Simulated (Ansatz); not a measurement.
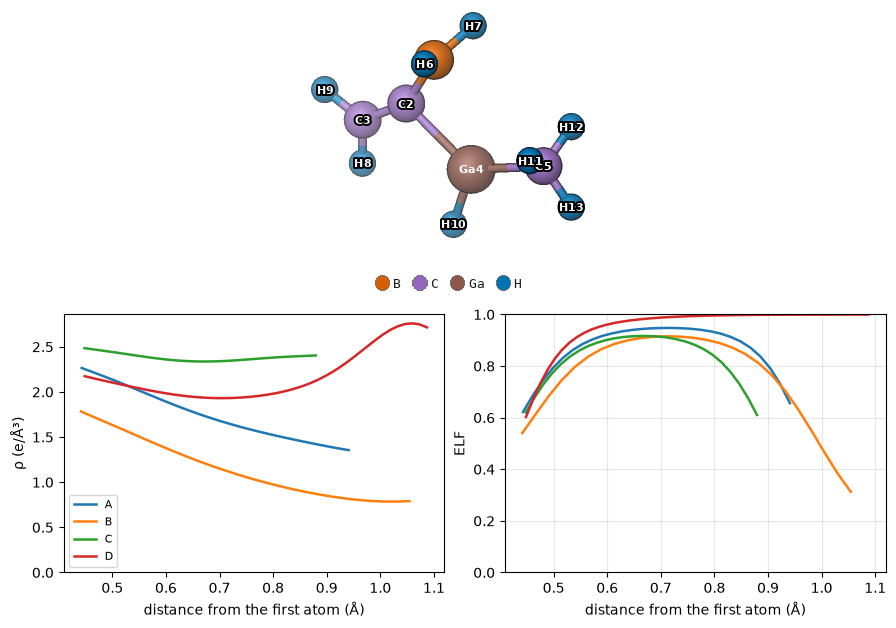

Figure 1: C$_{3}$H$_{8}$BGa (SMILES B[C](=C)[GaH][CH3]). Total electron density and electron localisation function along straight lines between neighbouring atoms. The curves leave out the atomic cores. The structure is drawn too.

Geometry: PBE0-D4/def2-TZVP.

Computed with Ansatz 0.2.0, RKS PBE0-D4/def2-TZVPP.

The calculation's input:

```
crystal:
  periodic: [false, false, false]
  atoms:
    - {symbol: B, position_ang: [-0.690602, -0.336227, 1.482439]}
    - {symbol: C, position_ang: [0.377283, -1.022892, 0.730102]}
    - {symbol: C, position_ang: [1.276895, -1.990101, 0.598810]}
    - {symbol: Ga, position_ang: [0.362633, 0.240676, -0.873217]}
    - {symbol: C, position_ang: [-0.782624, 1.813960, -1.121111]}
    - {symbol: H, position_ang: [-0.429410, 0.605934, 2.180128]}
    - {symbol: H, position_ang: [-1.844220, -0.585168, 1.258942]}
    - {symbol: H, position_ang: [1.922642, -2.085383, -0.270516]}
    - {symbol: H, position_ang: [1.407965, -2.744025, 1.373126]}
    - {symbol: H, position_ang: [1.442650, -0.257994, -1.900393]}
    - {symbol: H, position_ang: [-0.608088, 2.531094, -0.314524]}
    - {symbol: H, position_ang: [-1.834963, 1.523192, -1.067292]}
    - {symbol: H, position_ang: [-0.600169, 2.306934, -2.076484]}
basis:
  gaussian: {orbitals: def2-TZVPP}
hamiltonian: {xc: pbe0, dispersion: d4}
output: {orbitals: {seedname: orbitals}}
```

Launched as:

```sh
ansatz run in.yaml --threads 4 --pin off --events-out ev --progress --plain --max-ram 10444MiB
```

Which curve belongs to which contact (C–B, C–C, C–Ga and C–H)? The first atom named is at distance zero.

Curve A: C–B (1.48 Å): ρ is about 1.6 e/Å³ halfway; the ELF peaks at about 0.95 between the atoms, as expected for a covalent bond. Curve B: C–Ga (1.96 Å): the density is about 0.79 e/Å³ at the midpoint; the ELF peaks at about 0.90 in the valence shell of C, 0.7 Å from its nucleus, and is about 0.55 at the midpoint. Curve C: C–C (1.33 Å): the density is about 2.3 e/Å³ at the midpoint; the ELF peaks at about 0.90 between the atoms; a short, multiple covalent bond. Curve D: C–H (1.09 Å): the density is about 2 e/Å³ at the midpoint; the ELF climbs to about 1 towards the hydrogen, as it does in any bond to H; a covalent bond by its length.
